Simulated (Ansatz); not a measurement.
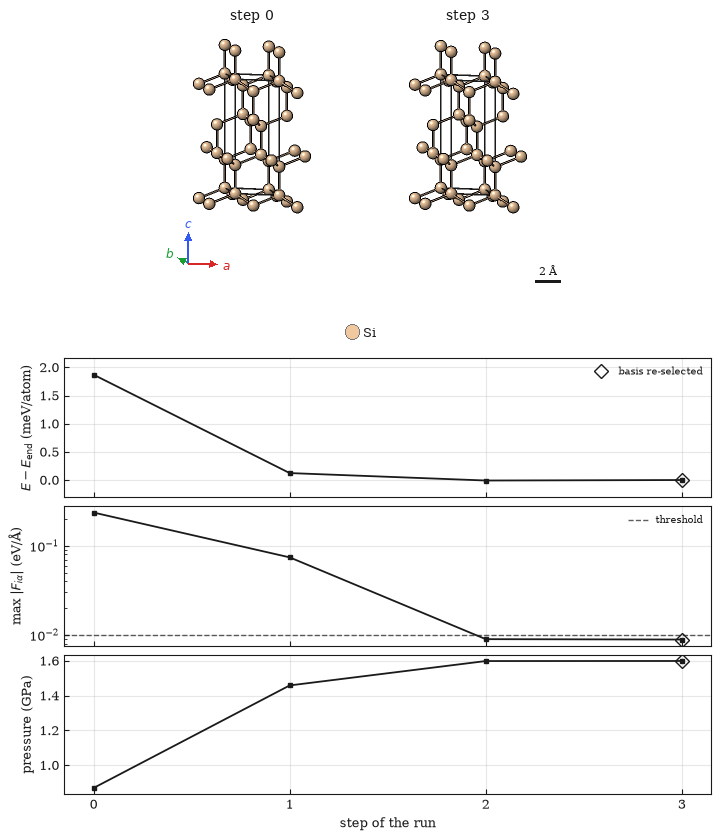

First and last geometry of a relaxation of crystalline Si (set up in R-3m), with the history of the run. The picture is a ball-and-stick view of the conventional cell (3 times the calculation's cell), seen slightly off an axis. Lengths and directions refer to the drawn axes.

Case: film's bulk on the substrate's plane, third vector and atoms relaxed.

These are results of DFT r2SCAN, scalar-relativistic, plane waves, PAW (Ansatz 0.2.0), not measurements. (plane-wave cutoff 500 eV; k-point mesh 9 × 9 × 8; occupations gaussian; smearing width 0.02 eV; no spin polarisation; cell relaxed at fixed a, b, gamma; force threshold 0.01 eV/Å; at most 50 steps)

**Read the history and describe the run.**

It converged. The largest moves relative to the cell, 0.006 Å, are those of Si atoms. Cell: a = b unchanged at 3.811 Å, c 9.546 → 9.471 Å (−0.8 %). Volume −0.8 %. Among the contacts that change: Si–Si 2.386 → 2.355 Å. The space group stays R-3m (No. 166). Over 2 accepted moves (3 points after the start) the energy falls by 1.9 meV per atom. The largest force component goes from 0.24 to 0.0089 eV/Å. The pressure goes from 0.87 to 1.60 GPa. At 1 point the geometry stayed and the basis and grid were re-selected for the new cell (energy shift of less than 0.05 meV per atom at most each time).

```tsv
step	E − E(0), meV/atom	largest force component, eV/Å	pressure, GPa	volume, Å³/atom	note
0	0.00	0.2365	0.87	20.007	
1	-1.75	0.0743	1.46	19.881	
2	-1.88	0.0090	1.60	19.851	
3	-1.87	0.0089	1.60	19.851	same geometry, new basis
```
